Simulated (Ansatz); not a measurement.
**SnH2O2 (SMILES [OH][Sn][OH]): B3LYP/def2-SVP (core potential)**

What is the electronic atomisation energy of SnH2O2 at B3LYP/def2-SVP (core potential)? 

Program for the calculation: Ansatz 0.2.0.

45 further runs of the same task are left out: 45 set aside as unsound or not needed.

## 1. The system as given

The species is SnH2O2 (5 atoms), meant as a singlet with charge 0. As SMILES, `[OH][Sn][OH]`. The shape is that of a PBE0-D4/def2-TZVP optimisation. This is one conformer, not always the lowest.

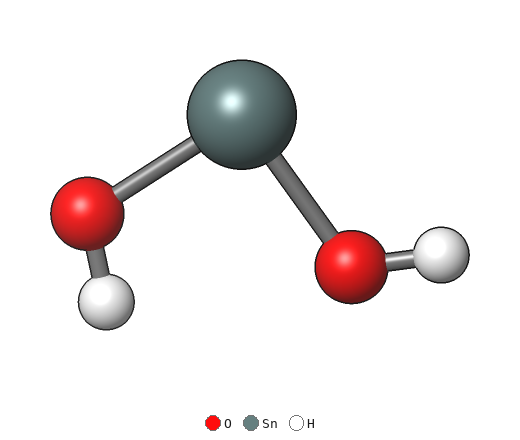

The structure, seen from a chosen angle (oxygen red, tin teal, hydrogen white).

## 2. A single-point energy at B3LYP/def2-SVP (core potential)

Contents of job.yaml:

```yaml
crystal:
  periodic: [false, false, false]
  atoms:
    - {symbol: O, position_ang: [-0.984300, 0.177800, -0.613800]}
    - {symbol: Sn, position_ang: [-0.153700, -0.943900, 0.800900]}
    - {symbol: O, position_ang: [1.561800, 0.002900, 0.636100]}
    - {symbol: H, position_ang: [-1.901200, -0.005600, -0.831400]}
    - {symbol: H, position_ang: [1.527200, 0.695100, -0.033300]}
basis:
  gaussian: {orbitals: def2-SVP}
hamiltonian: {xc: {name: B3LYP}}
accuracy: high
output: {orbitals: {seedname: orbitals}}
```

The run is started by

```
$ ansatz run job.yaml --threads 1 --pin off --max-ram 3480MiB --events-out events.jsonl --progress --plain --runs-dir runs
```

Output:

```text
Warning: RAYON_NUM_THREADS=1 ignored (pool sized by the plan → 1); use --threads N
Functional definition: B3LYP
  name "B3LYP"
  parameter a0 = 0.2
  parameter ax = 0.72
  parameter ac = 0.81
  exchange = (1 - a0 - ax)*slater_x + ax*b88_x + a0*exact_x
  correlation = (1 - ac)*vwn_rpa_c + ac*lyp_c
1456 factors; integrals over basis functions are off by at most 3.2e-9 eV
mean field evaluation 1: about -9946.3429 eV, gradient 7.8e1 eV
mean field evaluation 2: about -9877.3970 eV, gradient 1.8e2 eV
mean field evaluation 4: about -9957.4714 eV, gradient 1.2e1 eV
mean field evaluation 8: about -9957.8424 eV, gradient 6.4e-1 eV
mean field evaluation 16: about -9957.8436 eV, gradient 5.3e-5 eV
mean field -9957.84364529 eV, -365.9440042956 hartree, gradient 5.7e-8 eV, S^2 0.000000; 0 other end points of the search recorded, 0 dependent functions left out
reference -9957.84367705 eV, -365.9440054627 hartree; 20, 20 occupied and 44, 44 virtual orbitals, 1456 factors
Total energy: -9957.84367705 eV, -365.9440054627 hartree
```

Wall time 4.8 s (1 thread of Arm Neoverse V1, shared host); peak memory 0.18 GiB.

## 3. The H atom, same level

Contents of run.yaml:

```yaml
basis:
  gaussian:
    orbitals: def2-SVP
crystal:
  periodic: [false, false, false]
  atoms:
    - symbol: H
      position_ang: [0.000000, 0.000000, 0.000000]
magnetization:
  spin_polarized: true
  initial_magnetization: 1
hamiltonian:
  xc: {name: B3LYP}
accuracy: high
```

Run the same way, it converges to -0.50126 Eh (log not shown).

## 4. The O atom at the same level

Contents of in.yaml:

```yaml
basis:
  gaussian:
    orbitals: def2-SVP
crystal:
  periodic: [false, false, false]
  atoms:
    - {symbol: O, position_ang: [0.000000, 0.000000, 0.000000]}
hamiltonian:
  xc: {name: B3LYP}
magnetization:
  spin_polarized: true
  initial_magnetization: 2
accuracy: high
```

Run the same way, it converges to -75.00076 Eh (log not shown).

## 5. The Sn atom, same level

Contents of input.yaml:

```yaml
crystal:
  periodic: [false, false, false]
  atoms:
    - {symbol: Sn, position_ang: [0.000000, 0.000000, 0.000000]}
basis:
  gaussian:
    orbitals: def2-SVP
total_charge: 0
magnetization:
  spin_polarized: true
  initial_magnetization: 2
hamiltonian:
  xc: {name: B3LYP}
accuracy: high
```

Run the same way, it converges to -214.32235 Eh (log not shown).

## 6. Summary of results

At B3LYP/def2-SVP (core potential):

| quantity | value |
| --- | --- |
| molecule: total energy | -365.94401 Eh |
| molecule: HOMO energy | -7.06 eV |
| molecule: LUMO energy | -1.93 eV |
| molecule: HOMO–LUMO gap | 5.13 eV |
| H atom: total energy | -0.50126 Eh |
| H atom: ⟨S²⟩ | 0.750 |
| O atom: total energy | -75.00076 Eh |
| O atom: ⟨S²⟩ | 2.002 |
| Sn atom: total energy | -214.32235 Eh |
| Sn atom: ⟨S²⟩ | 2.002 |
| electronic atomisation energy | 16.806 eV |

What this shows: Taking the molecule apart into free atoms costs 16.81 eV (1622 kJ/mol), before zero-point energy and without spin-orbit coupling.
